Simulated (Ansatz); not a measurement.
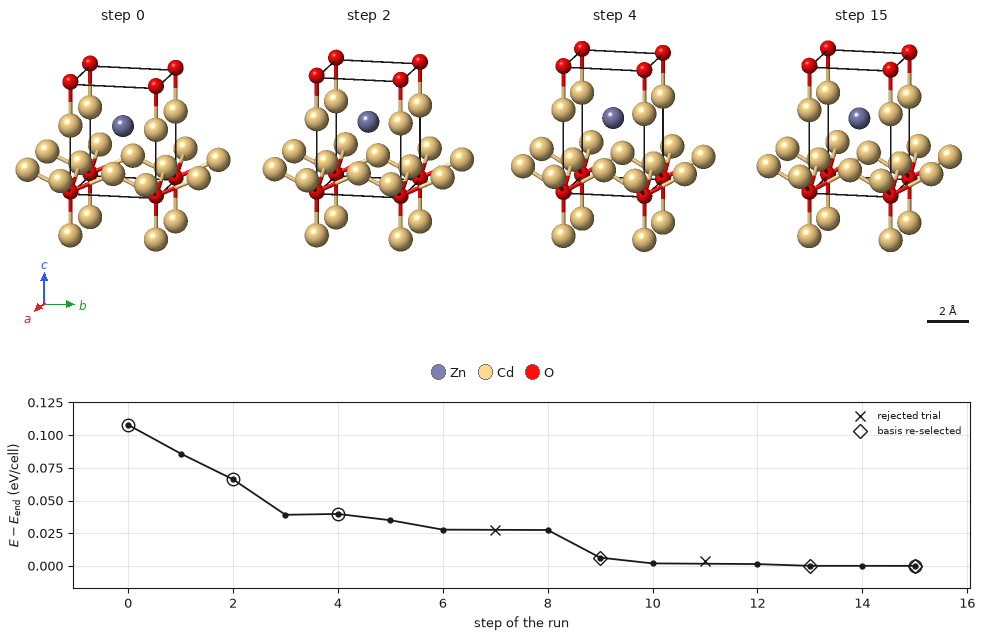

Frames of a relaxation of solid ZnCd₃O (a generated structure, set up in P4mm), marked on the history of the run. Style: ball-and-stick. Shown: the cell of the calculation, slightly off an axis.

The calculation used Ansatz, DFT PBE, scalar-relativistic, plane waves, PAW. Set-up: plane-wave cutoff 420 eV; k-point mesh 10 × 10 × 8; occupations gaussian; smearing width 0.1 eV; no spin polarisation; cell and atoms relaxed; force threshold 0.01 eV/Å; at most 80 steps.

Describe the path.

The energy falls by 0.108 eV per cell of the calculation in 10 accepted moves (15 points after the start). The largest force component goes from 0.16 to 0.002 eV/Å. Pressure: 0.33 GPa at the start and 0.00 GPa at the end. The line search rejected the trial steps at points 7, 11 of the run. The SCF was repeated 3 times at an unchanged geometry on a basis and grid sized afresh for the cell, which shifted the energy by 21.1 meV per cell of the calculation at most. A Cd atom moves most relative to the cell: 0.22 Å along +c. By element the largest moves are Cd 0.22 Å, Zn 0.10 Å, O 0.07 Å. Cell: a = b 4.294 → 4.078 Å (−5.0 %), c 5.493 → 6.309 Å (+14.9 %). Volume +3.6 %. Near-neighbour distances that change, for instance: Cd–O 2.188 → 2.217 Å, Cd–O 2.364 → 2.358 Å. Bond angles that change, for instance: Cd–O–Cd 130.5° → 119.7°, O–Cd–O 130.5° → 119.7°, Cd–O–Cd 114.7° → 120.1°. The space group stays P4mm (No. 99). From step 0 to 2: a Cd atom moves most (0.11 Å), volume +1.8 %, energy −41.7 meV per cell of the calculation. From step 2 to 4: a Cd atom moves most (0.11 Å), volume +0.8 %, energy −26.5 meV per cell of the calculation. From step 4 to 15: the Zn atom moves most (0.02 Å), volume +1.0 %, energy −39.7 meV per cell of the calculation.

```tsv
step	E − E(0), meV/atom	largest force component, eV/Å	pressure, GPa	volume, Å³/atom	note
0	0.00	0.1606	0.33	20.254	
1	-4.39	0.1121	-0.24	20.589	
2	-8.35	0.2237	-0.04	20.613	
3	-13.77	0.1024	0.05	20.623	
4	-13.64	0.1226	0.06	20.769	
5	-14.60	0.1111	-0.01	20.896	
6	-16.04	0.0254	-0.11	20.778	
7	-16.11	0.0246	0.21	20.691	rejected
8	-16.09	0.0048	0.00	20.754	
9	-20.32	0.0142	0.28	20.754	same geometry, new basis
10	-21.20	0.0029	0.12	20.884	
11	-20.83	0.0660	-0.40	21.148	rejected
12	-21.31	0.0035	0.01	20.970	
13	-21.58	0.0034	0.01	20.970	same geometry, new basis
14	-21.58	0.0020	0.00	20.982	
15	-21.59	0.0020	0.00	20.982	same geometry, new basis
```
